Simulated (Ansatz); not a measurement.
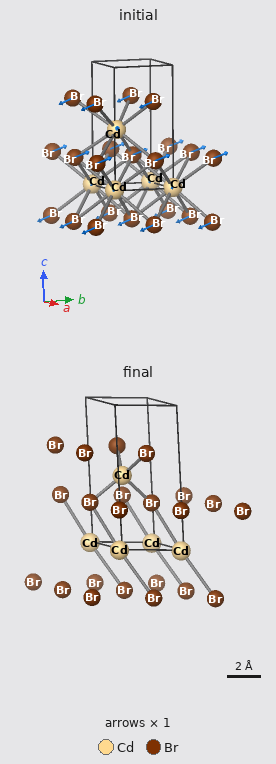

The structure of crystalline CdBr (a generated structure, set up in P1) (coarse preliminary run) before (top) and after (bottom) a relaxation, at one scale. The blue arrows give the displacements (the part carried along by the change of the cell is left out), at their true length.

A ball-and-stick model of the cell of the calculation, seen slightly off an axis.

These are results of DFT PBE, scalar-relativistic, plane waves, PAW in Ansatz 0.2.0, not measurements. Settings: plane-wave cutoff 420 eV; k-point mesh 6 × 6 × 4; occupations gaussian; smearing width 0.2 eV; no spin polarisation; cell and atoms relaxed; force threshold 0.025 eV/Å; at most 60 steps.

Q: What changed between the two?

A: The run was cut off at its time limit before the relaxation converged, so the last structure is only a point on the way. The energy falls by 223 meV per atom in 10 geometry steps. The largest force component goes from 0.12 to 0.058 eV/Å. The pressure goes from −0.12 to 0.29 GPa. A Br atom moves most relative to the cell: 1.30 Å roughly along [3 2 1]. By element the largest moves are Br 1.30 Å, Cd 0.49 Å. Cell: a 3.701 → 4.039 Å (+9.1 %), b 3.858 → 3.970 Å (+2.9 %), c 7.658 → 8.992 Å (+17.4 %), α 89.9° → 94.7°, β 91.1° → 93.8°, γ 89.0° → 78.9°. Volume +28.9 %. Among the contacts that change: Br–Cd 3.352 → 5.099 Å, Br–Cd 3.273 → 4.967 Å, Br–Cd 3.390 → 4.650 Å, Br–Cd 3.393 → 4.617 Å. Bond angles that change, for instance: Br–Cd–Br 170.5° → 138.3°, Br–Cd–Br 75.3° → 104.8°, Cd–Br–Cd 72.9° → 99.4°. The space group stays P1 (No. 1).
